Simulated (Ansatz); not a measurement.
CH5Cl2HfNO

| atom | x (Å) | y (Å) | z (Å) |
| --- | --- | --- | --- |
| C | 0.5918 | -0.6211 | 1.5357 |
| N | 0.6452 | 0.4170 | 0.5248 |
| Hf | -0.3414 | 0.6578 | -1.2011 |
| O | -1.4915 | -0.8504 | -1.3316 |
| Cl | 1.2340 | 0.7603 | -2.9619 |
| Cl | -1.5251 | 2.7033 | -1.1136 |
| H | 1.5584 | -1.1223 | 1.6579 |
| H | -0.1381 | -1.3799 | 1.2476 |
| H | 0.2891 | -0.2255 | 2.5116 |
| H | 1.3184 | 1.1337 | 0.7762 |
| H | -2.1406 | -1.4728 | -1.6456 |

Geometry: PBE0-D4/def2-TZVP; core potentials replace the inner electrons of Hf.

Computed with RKS PBE0-D4/def2-TZVPP (Ansatz 0.2.0).

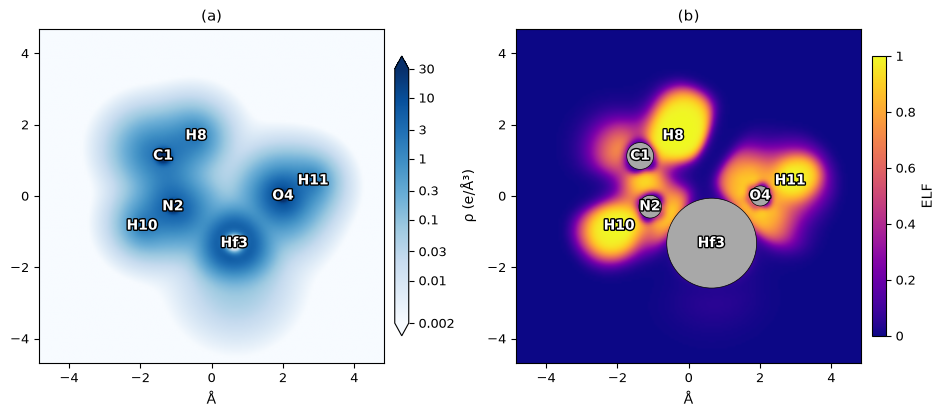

Figure 1. (a) electron density; (b) ELF on the plane of atoms O4, Hf3 and H10. Grey discs cover the atomic cores in the ELF map.

Interpret the plot.

The section cuts through C, N, Hf, O and H sites. Hf3···H10 (2.63 Å): the density falls to about 0.59 e/Å³ on the way; the ELF climbs to about 1 towards the hydrogen. C–N (1.45 Å): the density is about 1.9 e/Å³ at the midpoint; the ELF peaks at about 0.90 between the atoms (a covalent bond). Hf–O (1.90 Å): the density is about 0.93 e/Å³ at the midpoint; the ELF peaks at about 0.80 in the valence shell of O, 0.6 Å from its nucleus, and drops to about 0.20 between the two atoms. Hf–N (2.00 Å): the density is about 0.89 e/Å³ at the midpoint; the ELF peaks at about 0.85 in the valence shell of N, 0.6 Å from its nucleus, and is about 0.30 at the midpoint. O–H (0.95 Å): ρ at the midpoint is about 3.9 e/Å³; the ELF climbs to about 1 towards the hydrogen; a covalent bond by its length.

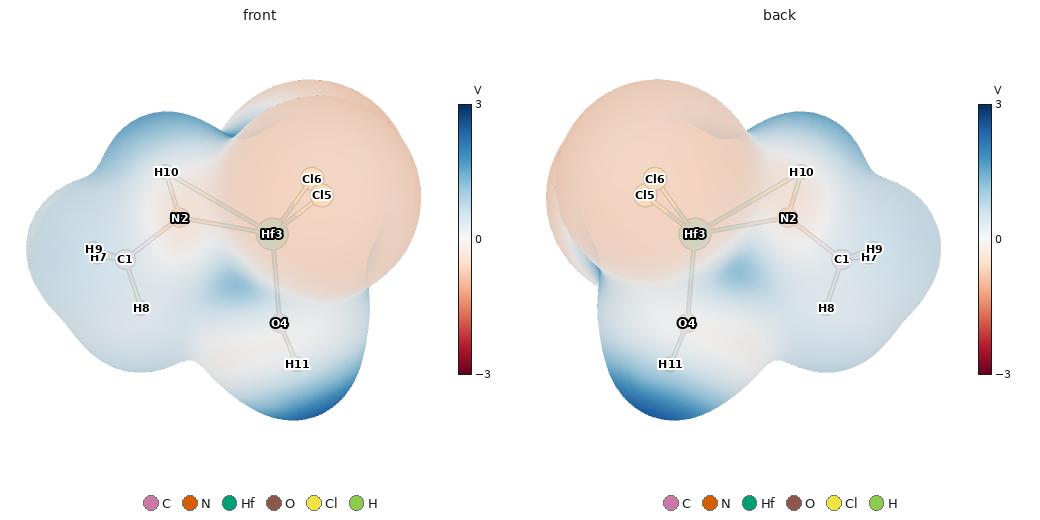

Figure 2. The electrostatic potential painted on the density surface at 0.001 e/bohr³, seen from the front and from behind; red is negative and blue positive.

Describe the electrostatic potential map.

The most negative region (about −0.7 V) lies over Cl5 and Cl6, the most positive (about +2.4 V) over H11.

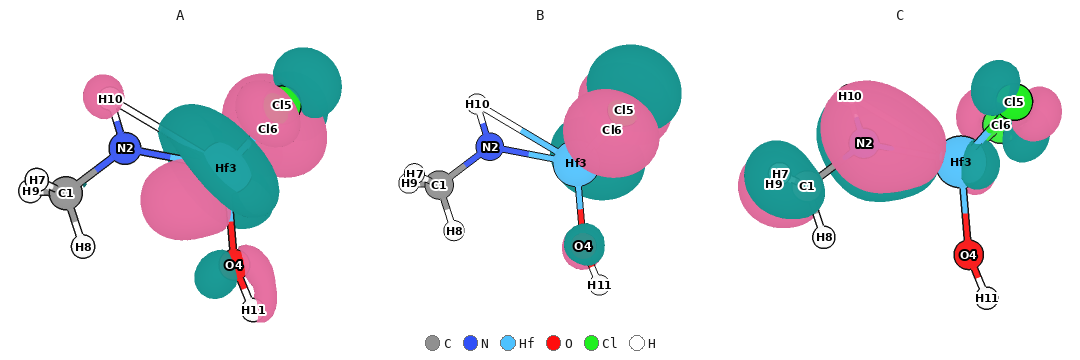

Figure 3. Three frontier orbitals at ±0.1 Å⁻³ᐟ² (teal and pink are the two phases), in no order.

Order the three orbitals by energy and name them.

B is the HOMO−1 (−8.85 eV). It lies mainly on Cl6 (about 45 %) and Cl5 (about 45 %); largely a combination of lone pairs on Cl6 and Cl5. C is the HOMO (−7.28 eV). It lies mainly on N2 (about 55 %), Hf3 (about 15 %) and C1 (about 10 %). A is the LUMO (−0.72 eV). By Hirshfeld shares it lies mainly on Hf3 (about 65 %), Cl5 (about 10 %) and Cl6 (about 10 %).

What is the HOMO–LUMO gap?

6.56 eV between the orbital energies.
